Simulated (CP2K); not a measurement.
# GFN1-xTB run of B2H4Cl− (SMILES B[BH2-]Cl)

Aim: the vertical singlet–triplet gap of B2H4Cl− at GFN1-xTB, from 2 runs. 

Program for the calculation: CP2K 2026.2.

2 further runs of the same task are left out: 2 set aside as unsound or not needed.

### Step 1. Starting point

The species is B2H4Cl− (7 atoms), meant as a singlet with charge -1. SMILES: `B[BH2-]Cl`. Geometry: relaxed at GFN2-xTB.

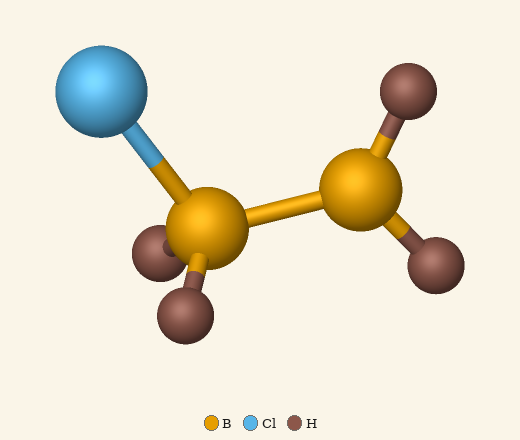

Viewed from a chosen angle; boron amber, chlorine blue, hydrogen brown.

### Step 2. Energy and gradient at GFN1-xTB

run.inp

```
&GLOBAL
 PROJECT run
 RUN_TYPE ENERGY_FORCE
 PRINT_LEVEL MEDIUM
&END GLOBAL

&FORCE_EVAL
 METHOD QUICKSTEP
 &DFT
  CHARGE -1
  &QS
   METHOD XTB
   EPS_DEFAULT 1.0E-10
   &XTB
    GFN_TYPE 1
    CHECK_ATOMIC_CHARGES F
   &END XTB
  &END QS
  # isolated system
  &POISSON
   PERIODIC NONE
   POISSON_SOLVER ANALYTIC
  &END POISSON
  &SCF
   SCF_GUESS ATOMIC
   EPS_SCF 1.0E-06
   MAX_SCF 30
   &OT
    MINIMIZER CG
    PRECONDITIONER FULL_SINGLE_INVERSE
   &END OT
   &OUTER_SCF
    EPS_SCF 1.0E-06
    MAX_SCF 8
   &END OUTER_SCF
  &END SCF
  &PRINT
   &MOMENTS
    PERIODIC F
    REFERENCE COM
    MAX_MOMENT 1
   &END MOMENTS
   &MO_CUBES
    NLUMO 1
    NHOMO -1
    WRITE_CUBE F
   &END MO_CUBES
   &HIRSHFELD OFF
   &END HIRSHFELD
  &END PRINT
 &END DFT
 # atoms, cell and kinds
 &SUBSYS
  # vacuum box
  &CELL
   ABC 15 14.4 14.6
   PERIODIC NONE
  &END CELL
  &COORD
   B      6.635080     7.211180     6.673365
   B      8.009160     7.524330     7.566175
   Cl     8.604000     6.000230     8.611525
   H      6.023930     6.194790     6.619065
   H      6.163630     8.066310     5.988475
   H      7.861480     8.399770     8.394425
   H      8.976070     7.800480     6.885725
  &END COORD
 &END SUBSYS
 # extra output
 &PRINT
  &FORCES ON
  &END FORCES
 &END PRINT
&END FORCE_EVAL
```

Launch:

```
$ OMP_NUM_THREADS=1 cp2k.psmp -i run.inp -o run.out
```

What it wrote, shortened:

```text
CP2K| version string:                                       CP2K version 2026.2
[...]
 GLOBAL| Method name                                                        CP2K
[...]
 GLOBAL| Run type                                                   ENERGY_FORCE
[...]
                             - Atoms:                                          7
[...]
                             - Spherical basis functions:                     25
[...]
 Number of electrons:                                                         18
[...]
     1 OT CG       0.80E-01    0.0     0.01514616        -9.4260101278 -9.43E+00
[...]
     9 OT CG       0.15E+00    0.0     0.00000023        -9.4296507735 -1.71E-11
  *** SCF run converged in     9 steps ***
[...]
 TB_DIPOLE| Moment [Debye]          0.23258638      -0.72688940       0.46062736
 TB_DIPOLE| Derivative [a.u.]       0.00000000       0.00000000       0.00000000
[...]
 ENERGY| Total FORCE_EVAL ( QS ) energy [hartree]             -9.429650773519318
 FORCES| Atomic forces [hartree/bohr]
 FORCES|   Atom     x               y               z               |f|
 FORCES|      1  1.70330867E-02  4.85113804E-03  1.06558790E-02   2.06689946E-02
 FORCES|      2 -1.08570258E-02  5.81021346E-03 -1.02666026E-02   1.60323647E-02
 FORCES|      3  4.27560098E-03 -1.54328098E-02  9.26724314E-03   1.85022749E-02
 FORCES|      4 -3.85428665E-03 -6.03214267E-03 -4.66000036E-04   7.17352262E-03
 FORCES|      5 -3.29387813E-03  4.86592112E-03 -4.35239420E-03   7.31232909E-03
 FORCES|      6 -1.88918712E-03  3.09156506E-03 -2.11463579E-03   4.19505507E-03
 FORCES|      7 -1.41431001E-03  2.84611478E-03 -2.72348952E-03   4.18545544E-03
 FORCES| Sum     2.62376926E-17  5.94142791E-17 -4.20670443E-17
 FORCES| Total atomic force                                       7.73828746E-17
[...]
```

It took 0.64 s on 1 thread of Arm Neoverse N1, shared host; peak memory 0.15 GiB.

### Step 3. The triplet

run.inp

```
&FORCE_EVAL
 METHOD Quickstep
 &DFT
  CHARGE -1
  MULTIPLICITY 3
  LSD T
  &QS
   METHOD XTB
   EPS_DEFAULT 1.0E-10
   &XTB
    GFN_TYPE 1
    CHECK_ATOMIC_CHARGES F
   &END
  &END
  &POISSON
   PERIODIC NONE
   POISSON_SOLVER ANALYTIC
  &END
  &SCF
   SCF_GUESS ATOMIC
   EPS_SCF 1.0E-06
   MAX_SCF 150
   ADDED_MOS 8
   &DIAGONALIZATION
    ALGORITHM STANDARD
   &END
   &MIXING
    METHOD BROYDEN_MIXING
    ALPHA 0.2
    NBUFFER 8
   &END
  &END
  &PRINT
   &MOMENTS
    PERIODIC F
    REFERENCE COM
    MAX_MOMENT 1
   &END
   &MO ON
    ENERGIES T
    OCCUPATION_NUMBERS T
    NDIGITS 6
    &EACH
     QS_SCF 0
    &END
    ADD_LAST NUMERIC
   &END
   &HIRSHFELD OFF
   &END
  &END
 &END
 &SUBSYS
  &CELL
   ABC 15 14.4 14.6
   PERIODIC NONE
  &END
  &COORD
   B      6.635080     7.211180     6.673365
   B      8.009160     7.524330     7.566175
   Cl     8.604000     6.000230     8.611525
   H      6.023930     6.194790     6.619065
   H      6.163630     8.066310     5.988475
   H      7.861480     8.399770     8.394425
   H      8.976070     7.800480     6.885725
  &END
 &END
 &PRINT
  &FORCES ON
  &END
 &END
&END
&GLOBAL
 PROJECT_NAME run
 RUN_TYPE ENERGY_FORCE
 PRINT_LEVEL MEDIUM
&END
```

Launch:

```
$ OMP_NUM_THREADS=1 cp2k.psmp -i run.inp > run.out 2>&1
```

What it wrote, shortened:

```text
CP2K| version string:                                       CP2K version 2026.2
[...]
 GLOBAL| Method name                                                        CP2K
[...]
 GLOBAL| Run type                                                   ENERGY_FORCE
[...]
                             - Atoms:                                          7
[...]
                             - Spherical basis functions:                     25
[...]
 Number of electrons:                                                         10
[...]
     1 NoMix/Diag. 0.20E+00    0.0     0.06663659        -9.2797930203 -9.28E+00
[...]
    30 Broy./Diag. 0.20E+00    0.0     0.00000025        -9.2830986798 -7.69E-08
  *** SCF run converged in    30 steps ***
[...]
 TB_DIPOLE| Moment [Debye]          2.07026034      -1.02503281       1.93947601
 TB_DIPOLE| Derivative [a.u.]       0.00000000       0.00000000       0.00000000
[...]
 ENERGY| Total FORCE_EVAL ( QS ) energy [hartree]             -9.283098899456682
 FORCES| Atomic forces [hartree/bohr]
 FORCES|   Atom     x               y               z               |f|
 FORCES|      1 -2.93879555E-02 -1.66471321E-03 -2.10211128E-02   3.61705734E-02
 FORCES|      2  2.29955484E-02  2.13282395E-03  1.61011033E-02   2.81529698E-02
 FORCES|      3 -1.05125641E-03 -3.00061379E-03  3.99534168E-04   3.20444234E-03
 FORCES|      4  8.94668479E-03 -8.43419903E-03  9.91971634E-03   1.57980902E-02
 FORCES|      5  8.09824980E-03  1.06390793E-02  1.84932160E-03   1.34978386E-02
 FORCES|      6 -8.80030778E-03  2.29194501E-03  1.67125211E-03   9.24616204E-03
 FORCES|      7 -8.00963258E-04 -1.96432220E-03 -8.91981467E-03   9.16859846E-03
 FORCES| Sum     7.76288755E-17 -2.47631776E-16  2.42861287E-17
 FORCES| Total atomic force                                       2.60648336E-16
[...]
```

Run time: 0.58 s. Hardware: 1 thread of Arm Neoverse N1, shared host; peak memory 0.14 GiB.

### Step 4. Results

At GFN1-xTB:

| quantity | value |
| --- | --- |
| singlet: total energy | -9.42965 Eh |
| singlet: HOMO energy | -5.81 eV |
| singlet: dispersion energy | -4.38 kJ/mol |
| singlet: largest force on an atom | 1.063 eV/Å |
| triplet: total energy | -9.28310 Eh |
| triplet: HOMO energy (highest over α and β) | -1.42 eV |
| triplet: dispersion energy | -4.38 kJ/mol |
| triplet: largest force on an atom | 1.860 eV/Å |
| vertical energy of the triplet above the singlet | 3.988 eV |

What this shows: The method runs without spin polarisation, so open shells lack the exchange term that lowers high spin: such gaps come out too high and can have the wrong sign. The largest force (singlet) is 1.06 eV/Å: the shape isn't a stationary point for this species at this level. At this shape the triplet lies 3.99 eV (92 kcal/mol) above the singlet. For an anion a state so high probably lies above electron detachment.
